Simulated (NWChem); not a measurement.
**C4H5N (3-butenenitrile) at 6 levels**

We compute a comparison of 6 runs (B2PLYP/def2-SVP, B3LYP/def2-SVP, BHLYP/def2-SVP, M06-L/def2-SVP, PBE0/def2-SVP, r2SCAN/def2-SVP) of C4H5N (3-butenenitrile). 

Program for the calculation: NWChem 7.3.0.

### 1 The structure to begin with

The species is C4H5N (10 atoms), meant as a singlet with charge 0. SMILES: `C=CCC#N`. The C1–H6 distance was set to 1.411 Å, away from the relaxed value.

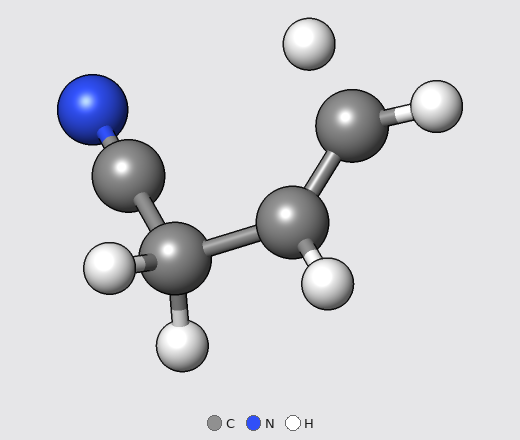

The structure, seen from a chosen angle (carbon grey, nitrogen blue, hydrogen white).

### 2 A single-point energy at B2PLYP/def2-SVP (run 1)

c4h5n.nw reads:

```
START c4h5n
TITLE "C4H5N"
memory stack 880 mb heap 220 mb global 1100 mb
GEOMETRY units angstrom noautosym nocenter noautoz
C     -1.145071    -0.931794    -0.510838
C     -0.346771    -0.980194     0.542262
C      0.704229     0.035206     0.890062
C      0.796329     1.133706    -0.056538
N      0.858629     1.995406    -0.814138
H     -1.078900     0.123300    -1.444900
H     -1.878271    -1.708994    -0.687238
H     -0.418271    -1.804694     1.246062
H      0.509129     0.453506     1.884162
H      1.686729    -0.446294     0.954362
END
BASIS spherical bse
* library def2-SVP
END
DFT
xc hfexch 0.53 becke88 0.47 lyp 0.73 mp2 0.27
dftmp2 semidirect
grid fine
convergence energy 1e-08
maxiter 100
mulliken
END
MP2
freeze core 5
END
TASK dft energy
```

Started as:

```sh
$ nwchem c4h5n.nw > c4h5n.out
```

The log of the run:

```text
[...]
          Wavefunction type:  closed shell.
          No. of atoms     :    10
          No. of electrons :    36
[...]
          Charge           :     0
          Spin multiplicity:     1
[...]
          AO basis - number of functions:    95
[...]
              XC Information
              --------------
                     Hartree-Fock (Exact) Exchange  0.530
                    Becke 1988 Exchange Functional  0.470
              Lee-Yang-Parr Correlation Functional  0.730
[...]
 d= 0,ls=0.0,diis     1   -209.3965818784 -3.52D+02  1.10D-02  6.17D-01     2.7
[...]
 d= 0,ls=0.0,diis    10   -209.4916353348 -1.67D-09  5.13D-07  2.11D-09    26.1
         Total DFT energy =     -209.491635334816
      One electron energy =     -563.299816382982
           Coulomb energy =      241.118412925581
    Exchange-Corr. energy =      -29.812699421471
 Nuclear repulsion energy =      142.502467544056
[...]
      Total Density - Mulliken Population Analysis
     ---------------------------------------------
    Atom       Charge   Shell Charges
 -----------   ------   -------------------------------------------------------
    1 C    6     6.10   1.99  0.90  0.30  1.95  0.94  0.03
    2 C    6     6.14   1.99  0.90  0.28  2.05  0.88  0.04
    3 C    6     5.80   1.99  0.91 -0.10  2.13  0.84  0.04
    4 C    6     6.26   1.99  0.94  0.24  2.02  1.02  0.05
    5 N    7     7.03   1.99  1.08  0.52  2.21  1.20  0.04
    6 H    1     0.89   0.61  0.27  0.01
    7 H    1     0.95   0.75  0.18  0.02
    8 H    1     0.96   0.75  0.18  0.02
    9 H    1     0.93   0.74  0.17  0.02
   10 H    1     0.93   0.74  0.17  0.02
[...]
  Basis functions       =     95
[...]
```

It took 29 s on 1 thread of Intel Xeon Platinum 8375C at 2.90GHz (Ice Lake), shared host; peak memory 0.28 GiB.

### 3 A single-point energy at B3LYP/def2-SVP (run 2)

c4h5n.nw reads:

```
start c4h5n
title "C4H5N"
memory stack 880 mb heap 220 mb global 1100 mb

geometry noautosym nocenter noautoz
  C       -1.145071      -0.931794      -0.510838
  C       -0.346771      -0.980194       0.542262
  C        0.704229       0.035206       0.890062
  C        0.796329       1.133706      -0.056538
  N        0.858629       1.995406      -0.814138
  H       -1.078900       0.123300      -1.444900
  H       -1.878271      -1.708994      -0.687238
  H       -0.418271      -1.804694       1.246062
  H        0.509129       0.453506       1.884162
  H        1.686729      -0.446294       0.954362
end

basis spherical bse
  * library def2-SVP
end

dft
  xc b3lyp
  grid fine
  convergence energy 1e-08
  maxiter 100
  mulliken
  noprint "final vectors analysis"
end

task dft energy
```

Started as:

```sh
$ nwchem c4h5n.nw > c4h5n.out
```

The log of the run:

```text
[...]
          Wavefunction type:  closed shell.
          No. of atoms     :    10
          No. of electrons :    36
[...]
          Charge           :     0
          Spin multiplicity:     1
[...]
          AO basis - number of functions:    95
[...]
              XC Information
              --------------
                         B3LYP Method XC Potential
                     Hartree-Fock (Exact) Exchange  0.200
                        Slater Exchange Functional  0.800 local
                    Becke 1988 Exchange Functional  0.720 non-local
              Lee-Yang-Parr Correlation Functional  0.810
                  VWN I RPA Correlation Functional  0.190 local
[...]
 d= 0,ls=0.0,diis     1   -209.8508854645 -3.52D+02  1.59D-02  7.19D-01     3.8
[...]
 d= 0,ls=0.0,diis    11   -209.9509789496 -3.67D-09  2.85D-07  2.21D-09    30.3
         Total DFT energy =     -209.950978949585
      One electron energy =     -563.595327341235
           Coulomb energy =      241.423883895575
    Exchange-Corr. energy =      -30.282003047980
 Nuclear repulsion energy =      142.502467544056
[...]
      Total Density - Mulliken Population Analysis
     ---------------------------------------------
    Atom       Charge   Shell Charges
 -----------   ------   -------------------------------------------------------
    1 C    6     6.07   1.99  0.92  0.28  1.99  0.87  0.03
    2 C    6     6.12   1.99  0.91  0.27  2.09  0.83  0.04
    3 C    6     5.78   1.98  0.93 -0.18  2.16  0.84  0.04
    4 C    6     6.32   1.99  0.96  0.25  2.05  1.03  0.05
    5 N    7     6.95   1.99  1.09  0.46  2.23  1.14  0.03
    6 H    1     0.91   0.62  0.28  0.01
    7 H    1     0.97   0.75  0.20  0.02
    8 H    1     0.98   0.75  0.20  0.02
    9 H    1     0.95   0.74  0.19  0.02
   10 H    1     0.95   0.74  0.19  0.02
[...]
```

Wall time 31 s (1 thread of Intel Xeon Platinum 8375C at 2.90GHz (Ice Lake), shared host); peak memory 0.12 GiB.

Runs 3 to 5 aren't shown in full; the table further down has their settings and results.

### 4 The energy at r2SCAN/def2-SVP (run 6)

c4h5n.nw reads:

```
start c4h5n
memory 2200 mb

geometry units au noautosym nocenter noautoz
   C     -2.16387058    -1.76083546    -0.96534391
   C     -0.65530222    -1.85229821     1.02472667
   C      1.33079994     0.06652970     1.68197341
   C      1.50484372     2.14239385    -0.10684134
   N      1.62257365     3.77077085    -1.53849785
   H     -2.03882552     0.23300323    -2.73046528
   H     -3.54941778    -3.22953061    -1.29869160
   H     -0.79041764    -3.41037740     2.35471591
   H      0.96211437     0.85700214     3.56055015
   H      3.18745586    -0.84337343     1.80348280
end

basis spherical bse
   * library def2-SVP
end

dft
   xc r2scan
   grid fine
   convergence energy 1e-08
   iterations 100
   mulliken
end

task dft energy
```

Started as:

```sh
$ nwchem c4h5n.nw > c4h5n.out
```

The log of the run:

```text
[...]
          Wavefunction type:  closed shell.
          No. of atoms     :    10
          No. of electrons :    36
[...]
          Charge           :     0
          Spin multiplicity:     1
[...]
          AO basis - number of functions:    95
[...]
              XC Information
              --------------
                      r^2SCAN Method XC Functional
               r^2SCAN metaGGA Exchange Functional  1.000
                     r^2SCAN Correlation Potential  1.000
[...]
 d= 0,ls=0.0,diis     1   -209.7255535314 -3.52D+02  1.74D-02  6.62D-01     2.9
[...]
 d= 0,ls=0.0,diis    11   -209.8157151976 -5.29D-09  5.24D-07  5.32D-09    37.5
         Total DFT energy =     -209.815715197642
      One electron energy =     -563.497555216552
           Coulomb energy =      241.311384127300
    Exchange-Corr. energy =      -30.132001402038
 Nuclear repulsion energy =      142.502457293648
[...]
      Total Density - Mulliken Population Analysis
     ---------------------------------------------
    Atom       Charge   Shell Charges
 -----------   ------   -------------------------------------------------------
    1 C    6     6.12   1.99  0.92  0.33  1.96  0.91  0.02
    2 C    6     6.15   1.99  0.92  0.30  2.06  0.86  0.04
    3 C    6     5.84   1.99  0.93 -0.11  2.14  0.85  0.04
    4 C    6     6.26   1.99  0.95  0.24  2.03  1.01  0.05
    5 N    7     7.02   1.99  1.09  0.52  2.22  1.17  0.03
    6 H    1     0.89   0.61  0.26  0.01
    7 H    1     0.94   0.74  0.17  0.03
    8 H    1     0.95   0.75  0.17  0.03
    9 H    1     0.92   0.73  0.16  0.03
   10 H    1     0.92   0.73  0.16  0.03
[...]
```

Run time: 38 s. Hardware: 1 thread of Intel Xeon Platinum 8375C at 2.90GHz (Ice Lake), shared host; peak memory 0.12 GiB.

### 5 The series

```csv
run,level,frozen core orbitals,energy (Eh),dipole moment (D),wall time
1,B2PLYP/def2-SVP,5,-209.722021,3.83,29 s
2,B3LYP/def2-SVP,–,-209.950979,3.71,31 s
3,BHLYP/def2-SVP,–,-209.813263,3.82,24 s
4,M06-L/def2-SVP,–,-209.920952,3.82,42 s
5,PBE0/def2-SVP,–,-209.693385,3.75,26 s
6,r2SCAN/def2-SVP,–,-209.815715,3.80,38 s
```

### 6 Outcome

| quantity | value |
| --- | --- |
| run 6: total energy | -209.81572 Eh |
| run 6: dipole moment | 3.80 D |
| run 6: HOMO energy | -7.13 eV |
| run 6: LUMO energy | -0.83 eV |
| run 6: HOMO–LUMO gap | 6.30 eV |

In words: The dipole moment (its size) runs from 3.71 D (B3LYP/def2-SVP) to 3.83 D (B2PLYP/def2-SVP). A double hybrid's value is that of its SCF part. Over runs 1, 4, 6 the HOMO–LUMO gap runs from 6.28 eV (M06-L/def2-SVP) to 10.63 eV (B2PLYP/def2-SVP). Totals of different functionals can't be ranked against each other. All runs together took 3.2 min, the longest 42 s.
